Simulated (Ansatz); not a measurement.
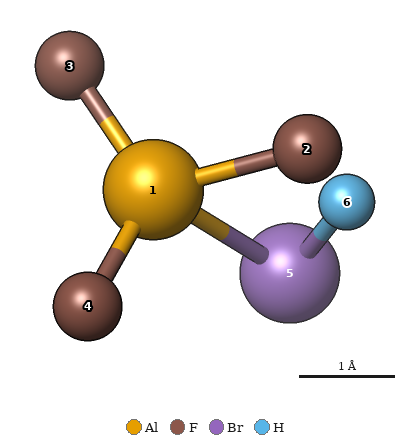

Figure 1. The structure as given in the input (ball-and-stick view, seen at a tilt; atoms are numbered from 1 in the order of the input). Sticks mark near contacts. Bond lengths as drawn: Al–Br 2.50 Å, Al–F 1.65 to 1.77 Å and Br–H 1.62 Å.

Run report: AlHBrF3, molecular dynamics (part 1 of 4)

System: AlHBrF3.
Method: RKS B3LYP/def2-SVP (Ansatz 0.2.0).

It belongs to a series of runs on one base structure; here: dynamics from the highest image of the converged band. Figures and captions count atoms from 1; the log counts them from 0 in places.

### Log
```
Engine: ansatz 0.2.0, x86_64-unknown-linux-gnu
Functional definition: B3LYP
  parameter a0 = 0.2
  parameter ax = 0.72
  parameter ac = 0.81
  exchange = (1 - a0 - ax)*slater_x + ax*b88_x + a0*exact_x
  correlation = (1 - ac)*vwn_rpa_c + ac*lyp_c
959 factors; integrals over basis functions are off by at most 3.5e-4 eV
mean field evaluation 1: about -84795.5548 eV, gradient 5.7e1 eV
mean field evaluation 2: about -84785.6583 eV, gradient 1.0e2 eV
mean field evaluation 4: about -84800.5151 eV, gradient 1.6e0 eV
mean field evaluation 8: about -84800.5332 eV, gradient 3.1e-2 eV
mean field -84800.53318616 eV, -3116.3621147255 hartree, gradient 2.5e-5 eV, S^2 0.000000; 0 other end points of the search recorded, 0 dependent functions left out
the calculation of the forces begins
reference -84800.53342744 eV, -3116.3621235924 hartree; 38, 38 occupied and 59, 59 virtual orbitals, 959 factors
md step     0: t =     0.00 fs  T =   100.0 K  F+E_penalty+E_count = -84800.53318616 eV  E_kin = 0.051704 eV  conserved = -84800.48148216 eV  (25 SCF iters)
these checks for a lower state are left out or cut short: starts, cluster_reference, orbital_swaps, neighbouring_geometries, increment
959 factors; integrals over basis functions are off by at most 3.5e-4 eV
mean field evaluation 16: about -84800.5194 eV, gradient 4.9e-1 eV
mean field -84800.53298898 eV, -3116.3621074792 hartree, gradient 7.1e-6 eV, S^2 0.000000; 0 other end points of the search recorded, 0 dependent functions left out
the calculation of the forces begins
reference -84800.53323024 eV, -3116.3621163453 hartree; 38, 38 occupied and 59, 59 virtual orbitals, 959 factors
md step     1: t =     0.50 fs  T =    99.6 K  F+E_penalty+E_count = -84800.53298898 eV  E_kin = 0.051508 eV  conserved = -84800.48148121 eV  (29 SCF iters)
[... from here on the SCF iterations and repeated set-up lines of each step are left out, up to the last step ...]
md step     2: t =     1.00 fs  T =    98.5 K  F+E_penalty+E_count = -84800.53243168 eV  E_kin = 0.050952 eV  conserved = -84800.48147992 eV  (29 SCF iters)
md step     3: t =     1.50 fs  T =    96.8 K  F+E_penalty+E_count = -84800.53153592 eV  E_kin = 0.050058 eV  conserved = -84800.48147788 eV  (29 SCF iters)
md step     4: t =     2.00 fs  T =    94.5 K  F+E_penalty+E_count = -84800.53033240 eV  E_kin = 0.048857 eV  conserved = -84800.48147536 eV  (29 SCF iters)
md step     5: t =     2.50 fs  T =    91.6 K  F+E_penalty+E_count = -84800.52885897 eV  E_kin = 0.047386 eV  conserved = -84800.48147249 eV  (30 SCF iters)
md step     6: t =     3.00 fs  T =    88.4 K  F+E_penalty+E_count = -84800.52715964 eV  E_kin = 0.045690 eV  conserved = -84800.48146932 eV  (24 SCF iters)
md step     7: t =     3.50 fs  T =    84.7 K  F+E_penalty+E_count = -84800.52528350 eV  E_kin = 0.043818 eV  conserved = -84800.48146591 eV  (24 SCF iters)
md step     8: t =     4.00 fs  T =    80.9 K  F+E_penalty+E_count = -84800.52328391 eV  E_kin = 0.041821 eV  conserved = -84800.48146259 eV  (24 SCF iters)
md step     9: t =     4.50 fs  T =    76.9 K  F+E_penalty+E_count = -84800.52121634 eV  E_kin = 0.039757 eV  conserved = -84800.48145893 eV  (24 SCF iters)
md step    10: t =     5.00 fs  T =    72.9 K  F+E_penalty+E_count = -84800.51913875 eV  E_kin = 0.037684 eV  conserved = -84800.48145519 eV  (24 SCF iters)
md step    11: t =     5.50 fs  T =    69.0 K  F+E_penalty+E_count = -84800.51710980 eV  E_kin = 0.035658 eV  conserved = -84800.48145151 eV  (24 SCF iters)
md step    12: t =     6.00 fs  T =    65.3 K  F+E_penalty+E_count = -84800.51518789 eV  E_kin = 0.033740 eV  conserved = -84800.48144789 eV  (24 SCF iters)
md step    13: t =     6.50 fs  T =    61.9 K  F+E_penalty+E_count = -84800.51343058 eV  E_kin = 0.031986 eV  conserved = -84800.48144444 eV  (23 SCF iters)
md step    14: t =     7.00 fs  T =    58.9 K  F+E_penalty+E_count = -84800.51189372 eV  E_kin = 0.030452 eV  conserved = -84800.48144129 eV  (23 SCF iters)
md step    15: t =     7.50 fs  T =    56.5 K  F+E_penalty+E_count = -84800.51063043 eV  E_kin = 0.029192 eV  conserved = -84800.48143817 eV  (24 SCF iters)
md step    16: t =     8.00 fs  T =    54.6 K  F+E_penalty+E_count = -84800.50969140 eV  E_kin = 0.028256 eV  conserved = -84800.48143525 eV  (24 SCF iters)
md step    17: t =     8.50 fs  T =    53.6 K  F+E_penalty+E_count = -84800.50912375 eV  E_kin = 0.027691 eV  conserved = -84800.48143260 eV  (24 SCF iters)
md step    18: t =     9.00 fs  T =    53.3 K  F+E_penalty+E_count = -84800.50897078 eV  E_kin = 0.027541 eV  conserved = -84800.48143023 eV  (24 SCF iters)
md step    19: t =     9.50 fs  T =    53.9 K  F+E_penalty+E_count = -84800.50927157 eV  E_kin = 0.027843 eV  conserved = -84800.48142818 eV  (27 SCF iters)
md step    20: t =    10.00 fs  T =    55.4 K  F+E_penalty+E_count = -84800.51006060 eV  E_kin = 0.028634 eV  conserved = -84800.48142647 eV  (23 SCF iters)
md step    21: t =    10.50 fs  T =    57.9 K  F+E_penalty+E_count = -84800.51136732 eV  E_kin = 0.029942 eV  conserved = -84800.48142515 eV  (24 SCF iters)
md step    22: t =    11.00 fs  T =    61.5 K  F+E_penalty+E_count = -84800.51321562 eV  E_kin = 0.031791 eV  conserved = -84800.48142427 eV  (23 SCF iters)
md step    23: t =    11.50 fs  T =    66.1 K  F+E_penalty+E_count = -84800.51562322 eV  E_kin = 0.034199 eV  conserved = -84800.48142389 eV  (29 SCF iters)
md step    24: t =    12.00 fs  T =    71.9 K  F+E_penalty+E_count = -84800.51860011 eV  E_kin = 0.037177 eV  conserved = -84800.48142352 eV  (29 SCF iters)
md step    25: t =    12.50 fs  T =    78.8 K  F+E_penalty+E_count = -84800.52214995 eV  E_kin = 0.040726 eV  conserved = -84800.48142440 eV  (29 SCF iters)
md step    26: t =    13.00 fs  T =    86.7 K  F+E_penalty+E_count = -84800.52626481 eV  E_kin = 0.044839 eV  conserved = -84800.48142542 eV  (29 SCF iters)
md step    27: t =    13.50 fs  T =    95.7 K  F+E_penalty+E_count = -84800.53092829 eV  E_kin = 0.049500 eV  conserved = -84800.48142800 eV  (29 SCF iters)
md step    28: t =    14.00 fs  T =   105.8 K  F+E_penalty+E_count = -84800.53610951 eV  E_kin = 0.054678 eV  conserved = -84800.48143162 eV  (29 SCF iters)
md step    29: t =    14.50 fs  T =   116.7 K  F+E_penalty+E_count = -84800.54176434 eV  E_kin = 0.060328 eV  conserved = -84800.48143635 eV  (29 SCF iters)
md step    30: t =    15.00 fs  T =   128.4 K  F+E_penalty+E_count = -84800.54783347 eV  E_kin = 0.066391 eV  conserved = -84800.48144221 eV  (29 SCF iters)
md step    31: t =    15.50 fs  T =   140.8 K  F+E_penalty+E_count = -84800.55424232 eV  E_kin = 0.072793 eV  conserved = -84800.48144920 eV  (29 SCF iters)
md step    32: t =    16.00 fs  T =   153.7 K  F+E_penalty+E_count = -84800.56090184 eV  E_kin = 0.079445 eV  conserved = -84800.48145688 eV  (29 SCF iters)
md step    33: t =    16.50 fs  T =   166.8 K  F+E_penalty+E_count = -84800.56771259 eV  E_kin = 0.086247 eV  conserved = -84800.48146523 eV  (28 SCF iters)
md step    34: t =    17.00 fs  T =   180.1 K  F+E_penalty+E_count = -84800.57456960 eV  E_kin = 0.093096 eV  conserved = -84800.48147350 eV  (28 SCF iters)
md step    35: t =    17.50 fs  T =   193.2 K  F+E_penalty+E_count = -84800.58137166 eV  E_kin = 0.099891 eV  conserved = -84800.48148082 eV  (28 SCF iters)
md step    36: t =    18.00 fs  T =   206.1 K  F+E_penalty+E_count = -84800.58803231 eV  E_kin = 0.106546 eV  conserved = -84800.48148640 eV  (29 SCF iters)
md step    37: t =    18.50 fs  T =   218.6 K  F+E_penalty+E_count = -84800.59449066 eV  E_kin = 0.113001 eV  conserved = -84800.48148960 eV  (29 SCF iters)
md step    38: t =    19.00 fs  T =   230.6 K  F+E_penalty+E_count = -84800.60071967 eV  E_kin = 0.119229 eV  conserved = -84800.48149020 eV  (29 SCF iters)
md step    39: t =    19.50 fs  T =   242.2 K  F+E_penalty+E_count = -84800.60672747 eV  E_kin = 0.125239 eV  conserved = -84800.48148865 eV  (27 SCF iters)
md step    40: t =    20.00 fs  T =   253.5 K  F+E_penalty+E_count = -84800.61254862 eV  E_kin = 0.131062 eV  conserved = -84800.48148627 eV  (29 SCF iters)
md step    41: t =    20.50 fs  T =   264.5 K  F+E_penalty+E_count = -84800.61822417 eV  E_kin = 0.136739 eV  conserved = -84800.48148481 eV  (29 SCF iters)
md step    42: t =    21.00 fs  T =   275.2 K  F+E_penalty+E_count = -84800.62377498 eV  E_kin = 0.142289 eV  conserved = -84800.48148604 eV  (29 SCF iters)
md step    43: t =    21.50 fs  T =   285.6 K  F+E_penalty+E_count = -84800.62917610 eV  E_kin = 0.147685 eV  conserved = -84800.48149094 eV  (28 SCF iters)
md step    44: t =    22.00 fs  T =   295.6 K  F+E_penalty+E_count = -84800.63434361 eV  E_kin = 0.152844 eV  conserved = -84800.48149935 eV  (29 SCF iters)
md step    45: t =    22.50 fs  T =   304.9 K  F+E_penalty+E_count = -84800.63914163 eV  E_kin = 0.157632 eV  conserved = -84800.48150932 eV  (29 SCF iters)
md step    46: t =    23.00 fs  T =   313.1 K  F+E_penalty+E_count = -84800.64341308 eV  E_kin = 0.161895 eV  conserved = -84800.48151789 eV  (29 SCF iters)
md step    47: t =    23.50 fs  T =   320.1 K  F+E_penalty+E_count = -84800.64702580 eV  E_kin = 0.165504 eV  conserved = -84800.48152195 eV  (29 SCF iters)
md step    48: t =    24.00 fs  T =   325.7 K  F+E_penalty+E_count = -84800.64992086 eV  E_kin = 0.168402 eV  conserved = -84800.48151919 eV  (29 SCF iters)
md step    49: t =    24.50 fs  T =   330.0 K  F+E_penalty+E_count = -84800.65214730 eV  E_kin = 0.170638 eV  conserved = -84800.48150895 eV  (29 SCF iters)
md step    50: t =    25.00 fs  T =   333.4 K  F+E_penalty+E_count = -84800.65387177 eV  E_kin = 0.172379 eV  conserved = -84800.48149243 eV  (29 SCF iters)
md step    51: t =    25.50 fs  T =   336.3 K  F+E_penalty+E_count = -84800.65535850 eV  E_kin = 0.173886 eV  conserved = -84800.48147223 eV  (29 SCF iters)
md step    52: t =    26.00 fs  T =   339.4 K  F+E_penalty+E_count = -84800.65692450 eV  E_kin = 0.175472 eV  conserved = -84800.48145285 eV  (29 SCF iters)
md step    53: t =    26.50 fs  T =   343.2 K  F+E_penalty+E_count = -84800.65887552 eV  E_kin = 0.177437 eV  conserved = -84800.48143821 eV  (29 SCF iters)
md step    54: t =    27.00 fs  T =   348.2 K  F+E_penalty+E_count = -84800.66144089 eV  E_kin = 0.180009 eV  conserved = -84800.48143197 eV  (29 SCF iters)
md step    55: t =    27.50 fs  T =   354.5 K  F+E_penalty+E_count = -84800.66471678 eV  E_kin = 0.183280 eV  conserved = -84800.48143632 eV  (28 SCF iters)
md step    56: t =    28.00 fs  T =   362.0 K  F+E_penalty+E_count = -84800.66863419 eV  E_kin = 0.187183 eV  conserved = -84800.48145110 eV  (28 SCF iters)
md step    57: t =    28.50 fs  T =   370.4 K  F+E_penalty+E_count = -84800.67296433 eV  E_kin = 0.191491 eV  conserved = -84800.48147322 eV  (29 SCF iters)
md step    58: t =    29.00 fs  T =   378.8 K  F+E_penalty+E_count = -84800.67736996 eV  E_kin = 0.195873 eV  conserved = -84800.48149671 eV  (27 SCF iters)
md step    59: t =    29.50 fs  T =   386.8 K  F+E_penalty+E_count = -84800.68150146 eV  E_kin = 0.199988 eV  conserved = -84800.48151363 eV  (28 SCF iters)
md step    60: t =    30.00 fs  T =   393.8 K  F+E_penalty+E_count = -84800.68511980 eV  E_kin = 0.203603 eV  conserved = -84800.48151665 eV  (29 SCF iters)
md step    61: t =    30.50 fs  T =   399.8 K  F+E_penalty+E_count = -84800.68820685 eV  E_kin = 0.206704 eV  conserved = -84800.48150241 eV  (29 SCF iters)
md step    62: t =    31.00 fs  T =   405.3 K  F+E_penalty+E_count = -84800.69100995 eV  E_kin = 0.209535 eV  conserved = -84800.48147469 eV  (28 SCF iters)
md step    63: t =    31.50 fs  T =   411.1 K  F+E_penalty+E_count = -84800.69397667 eV  E_kin = 0.212532 eV  conserved = -84800.48144474 eV  (28 SCF iters)
md step    64: t =    32.00 fs  T =   418.1 K  F+E_penalty+E_count = -84800.69757905 eV  E_kin = 0.216152 eV  conserved = -84800.48142703 eV  (23 SCF iters)
md step    65: t =    32.50 fs  T =   426.8 K  F+E_penalty+E_count = -84800.70209223 eV  E_kin = 0.220660 eV  conserved = -84800.48143209 eV  (23 SCF iters)
md step    66: t =    33.00 fs  T =   437.1 K  F+E_penalty+E_count = -84800.70743623 eV  E_kin = 0.225976 eV  conserved = -84800.48146033 eV  (22 SCF iters)
md step    67: t =    33.50 fs  T =   448.1 K  F+E_penalty+E_count = -84800.71317182 eV  E_kin = 0.231671 eV  conserved = -84800.48150121 eV  (23 SCF iters)
md step    68: t =    34.00 fs  T =   458.6 K  F+E_penalty+E_count = -84800.71866113 eV  E_kin = 0.237122 eV  conserved = -84800.48153903 eV  (23 SCF iters)
md step    69: t =    34.50 fs  T =   467.6 K  F+E_penalty+E_count = -84800.72331194 eV  E_kin = 0.241752 eV  conserved = -84800.48156044 eV  (29 SCF iters)
md step    70: t =    35.00 fs  T =   474.3 K  F+E_penalty+E_count = -84800.72678746 eV  E_kin = 0.245228 eV  conserved = -84800.48155928 eV  (29 SCF iters)
md step    71: t =    35.50 fs  T =   478.8 K  F+E_penalty+E_count = -84800.72909842 eV  E_kin = 0.247559 eV  conserved = -84800.48153914 eV  (29 SCF iters)
md step    72: t =    36.00 fs  T =   481.7 K  F+E_penalty+E_count = -84800.73055438 eV  E_kin = 0.249045 eV  conserved = -84800.48150949 eV  (23 SCF iters)
md step    73: t =    36.50 fs  T =   483.8 K  F+E_penalty+E_count = -84800.73161770 eV  E_kin = 0.250136 eV  conserved = -84800.48148189 eV  (23 SCF iters)
md step    74: t =    37.00 fs  T =   486.0 K  F+E_penalty+E_count = -84800.73272198 eV  E_kin = 0.251256 eV  conserved = -84800.48146629 eV  (22 SCF iters)
md step    75: t =    37.50 fs  T =   488.6 K  F+E_penalty+E_count = -84800.73411356 eV  E_kin = 0.252645 eV  conserved = -84800.48146864 eV  (23 SCF iters)
md step    76: t =    38.00 fs  T =   491.8 K  F+E_penalty+E_count = -84800.73575720 eV  E_kin = 0.254268 eV  conserved = -84800.48148912 eV  (23 SCF iters)
md step    77: t =    38.50 fs  T =   494.8 K  F+E_penalty+E_count = -84800.73733107 eV  E_kin = 0.255808 eV  conserved = -84800.48152284 eV  (29 SCF iters)
md step    78: t =    39.00 fs  T =   496.6 K  F+E_penalty+E_count = -84800.73831377 eV  E_kin = 0.256755 eV  conserved = -84800.48155865 eV  (29 SCF iters)
md step    79: t =    39.50 fs  T =   496.2 K  F+E_penalty+E_count = -84800.73815669 eV  E_kin = 0.256573 eV  conserved = -84800.48158332 eV  (27 SCF iters)
md step    80: t =    40.00 fs  T =   493.0 K  F+E_penalty+E_count = -84800.73649426 eV  E_kin = 0.254909 eV  conserved = -84800.48158520 eV  (29 SCF iters)
md step    81: t =    40.50 fs  T =   486.9 K  F+E_penalty+E_count = -84800.73332206 eV  E_kin = 0.251762 eV  conserved = -84800.48156017 eV  (29 SCF iters)
md step    82: t =    41.00 fs  T =   478.8 K  F+E_penalty+E_count = -84800.72905169 eV  E_kin = 0.247536 eV  conserved = -84800.48151605 eV  (29 SCF iters)
md step    83: t =    41.50 fs  T =   469.8 K  F+E_penalty+E_count = -84800.72438097 eV  E_kin = 0.242909 eV  conserved = -84800.48147167 eV  (29 SCF iters)
md step    84: t =    42.00 fs  T =   461.4 K  F+E_penalty+E_count = -84800.72000303 eV  E_kin = 0.238555 eV  conserved = -84800.48144799 eV  (23 SCF iters)
md step    85: t =    42.50 fs  T =   454.2 K  F+E_penalty+E_count = -84800.71628677 eV  E_kin = 0.234830 eV  conserved = -84800.48145649 eV  (23 SCF iters)
md step    86: t =    43.00 fs  T =   448.0 K  F+E_penalty+E_count = -84800.71310506 eV  E_kin = 0.231613 eV  conserved = -84800.48149179 eV  (22 SCF iters)
md step    87: t =    43.50 fs  T =   441.7 K  F+E_penalty+E_count = -84800.70991687 eV  E_kin = 0.228383 eV  conserved = -84800.48153435 eV  (29 SCF iters)
md step    88: t =    44.00 fs  T =   434.2 K  F+E_penalty+E_count = -84800.70606040 eV  E_kin = 0.224497 eV  conserved = -84800.48156339 eV  (29 SCF iters)
md step    89: t =    44.50 fs  T =   424.6 K  F+E_penalty+E_count = -84800.70108480 eV  E_kin = 0.219520 eV  conserved = -84800.48156490 eV  (29 SCF iters)
md step    90: t =    45.00 fs  T =   412.8 K  F+E_penalty+E_count = -84800.69496276 eV  E_kin = 0.213424 eV  conserved = -84800.48153897 eV  (29 SCF iters)
md step    91: t =    45.50 fs  T =   399.6 K  F+E_penalty+E_count = -84800.68809710 eV  E_kin = 0.206601 eV  conserved = -84800.48149622 eV  (29 SCF iters)
md step    92: t =    46.00 fs  T =   386.2 K  F+E_penalty+E_count = -84800.68115747 eV  E_kin = 0.199705 eV  conserved = -84800.48145236 eV  (23 SCF iters)
md step    93: t =    46.50 fs  T =   374.1 K  F+E_penalty+E_count = -84800.67483398 eV  E_kin = 0.193412 eV  conserved = -84800.48142220 eV  (24 SCF iters)
md step    94: t =    47.00 fs  T =   364.0 K  F+E_penalty+E_count = -84800.66960311 eV  E_kin = 0.188188 eV  conserved = -84800.48141522 eV  (23 SCF iters)
md step    95: t =    47.50 fs  T =   356.1 K  F+E_penalty+E_count = -84800.66557582 eV  E_kin = 0.184142 eV  conserved = -84800.48143337 eV  (23 SCF iters)
md step    96: t =    48.00 fs  T =   350.1 K  F+E_penalty+E_count = -84800.66246791 eV  E_kin = 0.180998 eV  conserved = -84800.48147024 eV  (23 SCF iters)
md step    97: t =    48.50 fs  T =   344.6 K  F+E_penalty+E_count = -84800.65970538 eV  E_kin = 0.178194 eV  conserved = -84800.48151172 eV  (29 SCF iters)
md step    98: t =    49.00 fs  T =   338.7 K  F+E_penalty+E_count = -84800.65664818 eV  E_kin = 0.175108 eV  conserved = -84800.48153991 eV  (29 SCF iters)
md step    99: t =    49.50 fs  T =   331.4 K  F+E_penalty+E_count = -84800.65287115 eV  E_kin = 0.171332 eV  conserved = -84800.48153960 eV  (29 SCF iters)
md step   100: t =    50.00 fs  T =   322.8 K  F+E_penalty+E_count = -84800.64839512 eV  E_kin = 0.166888 eV  conserved = -84800.48150704 eV  (27 SCF iters)
md step   101: t =    50.50 fs  T =   313.9 K  F+E_penalty+E_count = -84800.64373750 eV  E_kin = 0.162283 eV  conserved = -84800.48145477 eV  (29 SCF iters)
md step   102: t =    51.00 fs  T =   306.2 K  F+E_penalty+E_count = -84800.63970735 eV  E_kin = 0.158298 eV  conserved = -84800.48140922 eV  (28 SCF iters)
md step   103: t =    51.50 fs  T =   301.0 K  F+E_penalty+E_count = -84800.63700052 eV  E_kin = 0.155604 eV  conserved = -84800.48139652 eV  (22 SCF iters)
md step   104: t =    52.00 fs  T =   298.6 K  F+E_penalty+E_count = -84800.63580722 eV  E_kin = 0.154381 eV  conserved = -84800.48142581 eV  (23 SCF iters)
md step   105: t =    52.50 fs  T =   298.2 K  F+E_penalty+E_count = -84800.63567642 eV  E_kin = 0.154193 eV  conserved = -84800.48148301 eV  (28 SCF iters)
md step   106: t =    53.00 fs  T =   298.2 K  F+E_penalty+E_count = -84800.63573299 eV  E_kin = 0.154194 eV  conserved = -84800.48153917 eV  (29 SCF iters)
md step   107: t =    53.50 fs  T =   297.0 K  F+E_penalty+E_count = -84800.63511696 eV  E_kin = 0.153549 eV  conserved = -84800.48156820 eV  (29 SCF iters)
md step   108: t =    54.00 fs  T =   293.6 K  F+E_penalty+E_count = -84800.63338468 eV  E_kin = 0.151825 eV  conserved = -84800.48155995 eV  (29 SCF iters)
md step   109: t =    54.50 fs  T =   288.5 K  F+E_penalty+E_count = -84800.63066999 eV  E_kin = 0.149148 eV  conserved = -84800.48152239 eV  (29 SCF iters)
md step   110: t =    55.00 fs  T =   282.6 K  F+E_penalty+E_count = -84800.62756580 eV  E_kin = 0.146091 eV  conserved = -84800.48147487 eV  (29 SCF iters)
md step   111: t =    55.50 fs  T =   277.3 K  F+E_penalty+E_count = -84800.62482317 eV  E_kin = 0.143384 eV  conserved = -84800.48143875 eV  (29 SCF iters)
md step   112: t =    56.00 fs  T =   273.8 K  F+E_penalty+E_count = -84800.62301406 eV  E_kin = 0.141584 eV  conserved = -84800.48142965 eV  (30 SCF iters)
md step   113: t =    56.50 fs  T =   272.4 K  F+E_penalty+E_count = -84800.62228223 eV  E_kin = 0.140829 eV  conserved = -84800.48145281 eV  (29 SCF iters)
md step   114: t =    57.00 fs  T =   272.2 K  F+E_penalty+E_count = -84800.62226054 eV  E_kin = 0.140759 eV  conserved = -84800.48150133 eV  (29 SCF iters)
```
